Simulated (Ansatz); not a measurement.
**ClF2HSi: molecular dynamics**

Purpose: to follow the molecule's vibrations and see whether its bonds hold. The start is relaxed first. Runs: 40 steps of 2.5 fs under a Langevin thermostat at 1000 K. SMILES of the start: F[SiH](F)Cl.

Program: Ansatz 0.2.0. Level of theory: RKS B3LYP-D4/def2-SVP. These are calculated values, not measurements.

## 1. Starting point

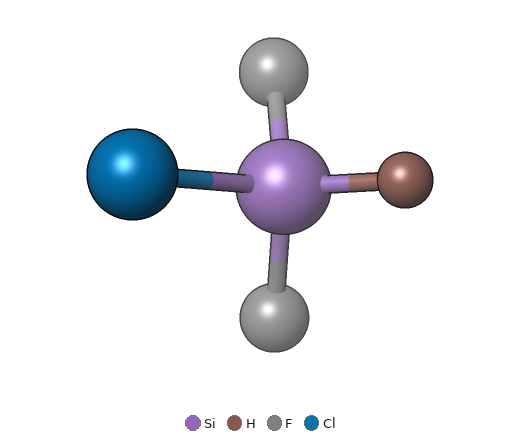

Start, viewed from a free direction; silicon purple, hydrogen brown, fluorine grey, chlorine blue.

Structure file:

```xyz
5

Si    0.0000    0.0000    0.0000
H     0.0000    0.0000    1.4600
F     1.4994    0.0000   -0.5295
F    -0.7489    1.2974   -0.5295
Cl   -1.0032   -1.7381   -0.7093
```

## 2. Preparing the start

Contents of input.yaml:

```yaml
crystal:
  periodic: [false, false, false]
  atoms:
    - { symbol: Si, position_ang: [0.0, 0.0, 0.0] }
    - { symbol: H, position_ang: [0.0, 0.0, 1.46] }
    - { symbol: F, position_ang: [1.4994, 0.0, -0.5295] }
    - { symbol: F, position_ang: [-0.7489, 1.2974, -0.5295] }
    - { symbol: Cl, position_ang: [-1.0032, -1.7381, -0.7093] }
basis:
  gaussian: { orbitals: def2-SVP }
hamiltonian:
  xc: b3lyp
  dispersion: d4
relax:
  f_tol: 0.02
  max_steps: 40
```

On the command line:

```console
$ ansatz run input.yaml --threads 1 --pin off --max-ram 2048MiB --backend cpu --events-out ev --progress --plain --runs-dir out
```

The log of the run, cut to the lines that bear on the results:

```text
Warning: RAYON_NUM_THREADS=1 ignored (pool sized by the plan → 1); use --threads N
[...]
Functional definition: B3LYP
[...]
668 factors; integrals over basis functions are off by at most 5.1e-4 eV
[...]
mean field -25844.85940225 eV, -949.7810647579 hartree, gradient 1.1e-5 eV, S^2 0.000000; 0 other end points of the search recorded, 0 dependent functions left out
[...]
reference -25844.85959370 eV, -949.7810717935 hartree; 25, 25 occupied and 44, 44 virtual orbitals, 668 factors
relax step   1: F+E_penalty+E_count = -25845.02927440 eV  Δ(F+E_penalty+E_count) = +0.000e0 eV  max|allowed force component| = 1.679e0 eV/Å  Δτ_max = 0.0000 Å  (24 SCF iters, accepted)
[...]
relax step   5: F+E_penalty+E_count = -25845.11439227 eV  Δ(F+E_penalty+E_count) = -2.936e-4 eV  max|allowed force component| = 2.846e-2 eV/Å  Δτ_max = 0.0033 Å  (22 SCF iters, accepted)
[...]
relax step   6: F+E_penalty+E_count = -25845.11452310 eV  Δ(F+E_penalty+E_count) = -1.308e-4 eV  max|allowed force component| = 1.271e-3 eV/Å  Δτ_max = 0.0040 Å  (22 SCF iters, accepted)
668 factors; integrals over basis functions are off by at most 5.3e-4 eV
mean field -25844.94309736 eV, -949.7841404965 hartree, gradient 1.8e-5 eV, S^2 0.000000; 1 other end points of the search recorded, 0 dependent functions left out
[...]
reference -25844.94328562 eV, -949.7841474148 hartree; 25, 25 occupied and 44, 44 virtual orbitals, 668 factors
Total energy: -25845.11471136 eV, -949.7904471944 hartree
Atom 0 at    -0.016532    -0.029217     0.014551 Å, force     0.000610     0.001067    -0.000288 eV/Å
Atom 1 at    -0.000076    -0.000375     1.482709 Å, force    -0.000747    -0.001271    -0.000003 eV/Å
Atom 2 at     1.488786    -0.011717    -0.548936 Å, force     0.000184     0.000270    -0.000325 eV/Å
Atom 3 at    -0.753961     1.283088    -0.549243 Å, force     0.000152     0.000290    -0.000304 eV/Å
Atom 4 at    -0.970918    -1.682480    -0.707381 Å, force    -0.000199    -0.000356     0.000920 eV/Å
Dipole moment:    -0.041663    -0.072102     0.266092 e Å
```

Run time: 7.4 s. Hardware: 1 thread of Intel Xeon 6975P-C (Granite Rapids), shared host; peak memory 0.15 GiB.

Relaxation path:

| step | energy from step 1 (eV) | largest force component (eV/Å) |
| --- | --- | --- |
| 1 | 0.0000 | 1.6792 |
| 2 | -0.0732 | 0.7276 |
| 3 | -0.0837 | 0.1440 |
| 4 | -0.0848 | 0.0503 |
| 5 | -0.0851 | 0.0285 |
| 6 | -0.0852 | 0.0013 |

Step 1 is the start.

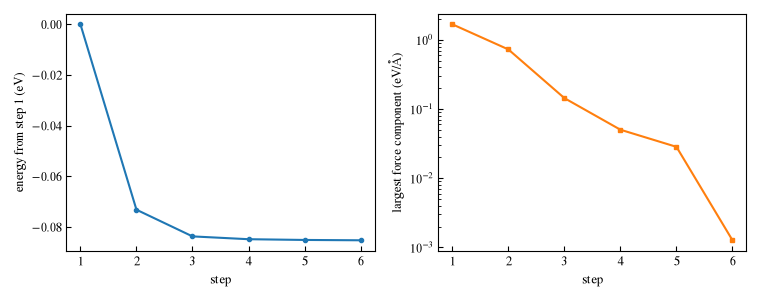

Energy and largest force along the relaxation.

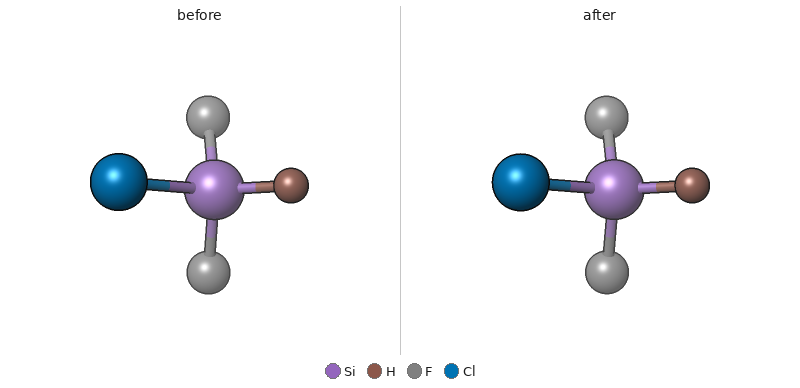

The structure before (left) and after (right), drawn at the same scale.

After: Bond lengths: Si1–H2 1.469 Å, Si1–F3 1.607 Å, Si1–F4 1.607 Å, Si1–Cl5 2.041 Å. Angles: H2–Si1–F3 109.9°, H2–Si1–F4 109.9°, H2–Si1–Cl5 112.0°, F3–Si1–F4 107.3°, F3–Si1–Cl5 108.8°, F4–Si1–Cl5 108.8°.

## 3. The run

40 steps of 2.5 fs under a Langevin thermostat at 1000 K, from the relaxed start.

Contents of input.yaml:

```yaml
crystal:
  periodic: [false, false, false]
  atoms:
    - { symbol: Si, position_ang: [-0.016532, -0.029217, 0.014551] }
    - { symbol: H, position_ang: [-7.6e-05, -0.000375, 1.482709] }
    - { symbol: F, position_ang: [1.488786, -0.011717, -0.548936] }
    - { symbol: F, position_ang: [-0.753961, 1.283088, -0.549243] }
    - { symbol: Cl, position_ang: [-0.970918, -1.68248, -0.707381] }
basis:
  gaussian: { orbitals: def2-SVP }
hamiltonian:
  xc: b3lyp
  dispersion: d4
md:
  timestep: 2.5
  n_steps: 40
  ensemble: nvt_langevin
  temperature: 1000.0
  initial_velocities: maxwell_boltzmann
  seed: 721729
  friction: 0.005
```

On the command line:

```console
$ ansatz run input.yaml --threads 1 --pin off --max-ram 2048MiB --backend cpu --events-out ev --progress --plain --runs-dir out
```

The log of the run, cut to the lines that bear on the results:

```text
Warning: RAYON_NUM_THREADS=1 ignored (pool sized by the plan → 1); use --threads N
[...]
[... 1 set-up line as earlier in the session ...]
[...]
669 factors; integrals over basis functions are off by at most 5.0e-4 eV
[...]
mean field -25844.94310098 eV, -949.7841406293 hartree, gradient 8.3e-6 eV, S^2 0.000000; 0 other end points of the search recorded, 0 dependent functions left out
[...]
reference -25844.94328903 eV, -949.7841475403 hartree; 25, 25 occupied and 44, 44 virtual orbitals, 669 factors
md step     0: t =     0.00 fs  T =   800.0 K  F+E_penalty+E_count = -25845.11452672 eV  E_kin = 0.517040 eV  (24 SCF iters)
[...]
md step    10: t =    25.00 fs  T =   525.6 K  F+E_penalty+E_count = -25844.85876027 eV  E_kin = 0.339692 eV  (23 SCF iters, 7 dispersion substeps)
[...]
md step    20: t =    50.00 fs  T =   440.7 K  F+E_penalty+E_count = -25844.80978939 eV  E_kin = 0.284846 eV  (25 SCF iters, 7 dispersion substeps)
[...]
md step    30: t =    75.00 fs  T =   696.1 K  F+E_penalty+E_count = -25844.89400968 eV  E_kin = 0.449903 eV  (25 SCF iters, 7 dispersion substeps)
[...]
md step    39: t =    97.50 fs  T =   976.2 K  F+E_penalty+E_count = -25844.95749620 eV  E_kin = 0.630913 eV  (23 SCF iters, 7 dispersion substeps)
[...]
md step    40: t =   100.00 fs  T =   838.4 K  F+E_penalty+E_count = -25844.81226635 eV  E_kin = 0.541884 eV  (22 SCF iters, 7 dispersion substeps)
Total energy: -25844.81245336 eV, -949.7793394180 hartree
Atom 0 at     0.126922    -0.193049     0.158676 Å, force    -2.121965    -1.052718    -0.515072 eV/Å
Atom 1 at     0.342459    -0.373860     1.486764 Å, force     0.753257    -0.482912     2.733872 eV/Å
Atom 2 at     1.421217     0.179675    -0.590572 Å, force     2.262271     0.817441    -1.442952 eV/Å
Atom 3 at    -0.956491     0.948141     0.080801 Å, force    -0.765522     1.203019    -0.430752 eV/Å
Atom 4 at    -0.688351    -1.852122    -0.658795 Å, force    -0.128041    -0.484830    -0.345096 eV/Å
Dipole moment:     0.102115    -0.055379     0.181807 e Å
```

It took 40 s on 1 thread of Intel Xeon 6975P-C (Granite Rapids), shared host; peak memory 0.14 GiB.

## 4. What the atoms did

One step in 3; energies are changes from step 0:

| time (fs) | T (K) | potential energy change (meV/atom) |
| --- | --- | --- |
| 0.0 | 800 | 0.0 |
| 7.5 | 422 | 48.1 |
| 15.0 | 464 | 47.9 |
| 22.5 | 660 | 32.0 |
| 30.0 | 367 | 68.7 |
| 37.5 | 590 | 23.4 |
| 45.0 | 524 | 55.7 |
| 52.5 | 613 | 56.0 |
| 60.0 | 873 | 42.1 |
| 67.5 | 496 | 81.8 |
| 75.0 | 696 | 44.1 |
| 82.5 | 518 | 54.9 |
| 90.0 | 595 | 59.6 |
| 97.5 | 976 | 31.4 |
| 100.0 | 838 | 60.5 |

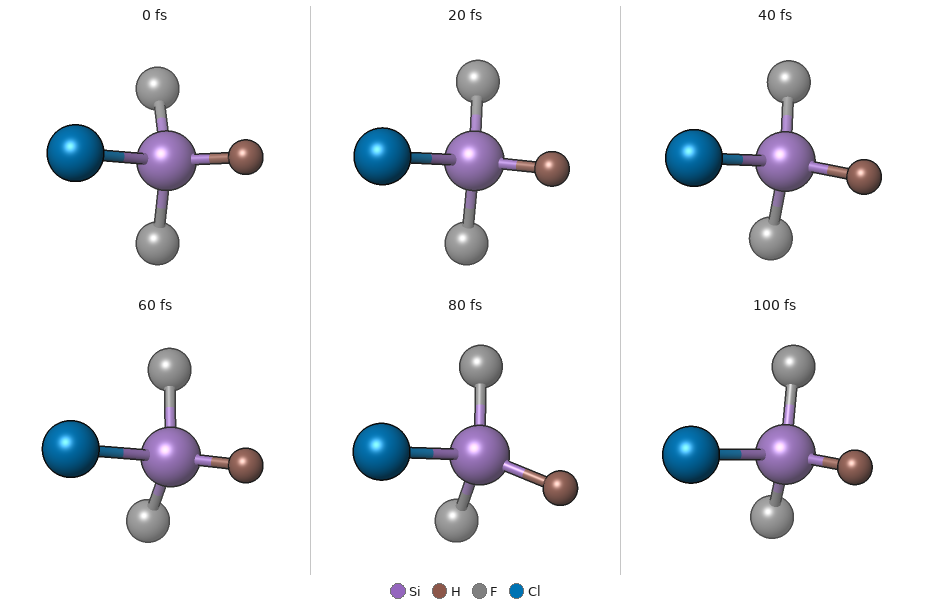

The system at six times, viewed from a free direction. Sticks join atoms within a bonding distance in each frame.

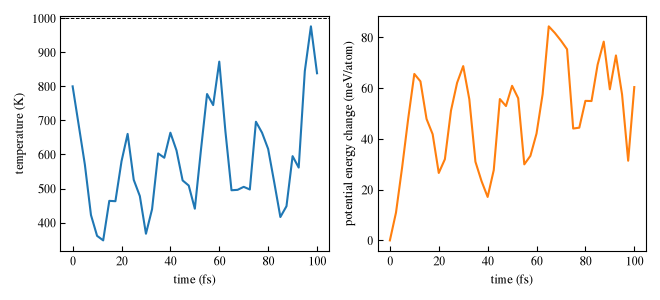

Time series of the run, each on its own scale. The dashed line is the set temperature.

## 5. Frames from the trajectory

Positions (Å) and forces (eV/Å):

```xyz
5
time_fs=12.5 T=348 dE=0.3135
Si   -0.032   -0.038    0.009    1.774    1.244   -0.443
H     0.126   -0.095    1.517   -0.299    0.084   -0.832
F     1.568    0.014   -0.589   -2.740    0.025    0.721
F    -0.822    1.378   -0.433    1.062   -2.055    0.435
Cl   -0.954   -1.734   -0.731    0.204    0.702    0.118
5
time_fs=25.0 T=526 dE=0.2558
Si    0.030    0.002   -0.041   -2.113   -1.631    3.240
H     0.168   -0.048    1.492   -0.167   -0.128   -1.086
F     1.473    0.063   -0.586    2.285    0.306   -1.448
F    -0.819    1.314   -0.302   -0.345    0.567   -0.758
Cl   -0.914   -1.733   -0.729    0.339    0.886    0.051
5
time_fs=37.5 T=590 dE=0.1168
Si    0.018   -0.036    0.011    1.556   -1.567    2.194
H     0.258   -0.190    1.523   -0.258    0.175   -1.090
F     1.462    0.110   -0.671    0.033    0.199   -0.265
F    -0.847    1.235   -0.250   -1.006    1.543   -0.525
Cl   -0.870   -1.693   -0.719   -0.325   -0.350   -0.314
5
time_fs=50.0 T=441 dE=0.3047
Si    0.025   -0.116    0.132    2.139    2.177   -1.042
H     0.354   -0.299    1.620   -0.387    0.267   -1.086
F     1.473    0.151   -0.734   -2.172   -0.352    1.582
F    -0.912    1.204   -0.231    0.915   -1.206    0.746
Cl   -0.838   -1.683   -0.746   -0.495   -0.886   -0.200
5
time_fs=62.5 T=669 dE=0.2884
Si    0.137   -0.106    0.149   -3.871   -1.024    1.511
H     0.329   -0.165    1.639    0.236   -0.207   -0.688
F     1.367    0.151   -0.715    3.241    0.734   -1.564
F    -0.919    1.074   -0.118    0.055    0.481    0.167
Cl   -0.811   -1.709   -0.777    0.339    0.016    0.574
5
time_fs=75.0 T=696 dE=0.2205
Si    0.109   -0.129    0.196    1.987   -1.878   -1.198
H     0.637   -0.211    1.553   -0.342   -0.168    0.307
F     1.407    0.155   -0.734   -0.138    0.217    0.294
F    -0.931    0.992   -0.042   -1.529    2.133    0.092
Cl   -0.761   -1.735   -0.744    0.022   -0.304    0.506
5
time_fs=87.5 T=448 dE=0.3919
Si    0.130   -0.229    0.192   -0.802    3.788   -2.485
H     0.536   -0.494    1.493    0.384   -0.094    1.842
F     1.445    0.181   -0.704   -0.855   -0.061    0.753
F    -1.017    1.034    0.012    2.119   -1.895    0.653
Cl   -0.712   -1.758   -0.693   -0.846   -1.738   -0.764
5
time_fs=100.0 T=838 dE=0.3023
Si    0.127   -0.193    0.159   -2.122   -1.053   -0.515
H     0.343   -0.374    1.487    0.753   -0.483    2.734
F     1.421    0.180   -0.591    2.262    0.817   -1.443
F    -0.957    0.948    0.081   -0.765    1.203   -0.431
Cl   -0.688   -1.852   -0.659   -0.128   -0.485   -0.345
```

## 6. What came out

| quantity | value |
| --- | --- |
| relaxation of the start | 5 moves, 0.085 eV lower |
| length | 40 steps of 2.5 fs |
| temperature, first and last step | 800 and 838 K |
| temperature, second half | mean 633 K, from 416 to 976 K |
| potential energy, second half | +58 meV/atom from the start |
| bonds formed or broken | 0 |

**Reading.** Against a set 1000 K the second half averages 633 K with a spread of 156 K; 58 meV/atom has gone into potential energy, and a thermostat that acts over some 200 fs has not made it up in 100 fs. A step of 2.5 fs is long for atoms as light as 1 u, and this run prints no conserved energy by which to check it. The bonding pattern survives the run. A run of 100 fs with 5 atoms shows the motion but fixes no equilibrium value. The nuclei move classically, without zero-point motion, which matters most for hydrogen.
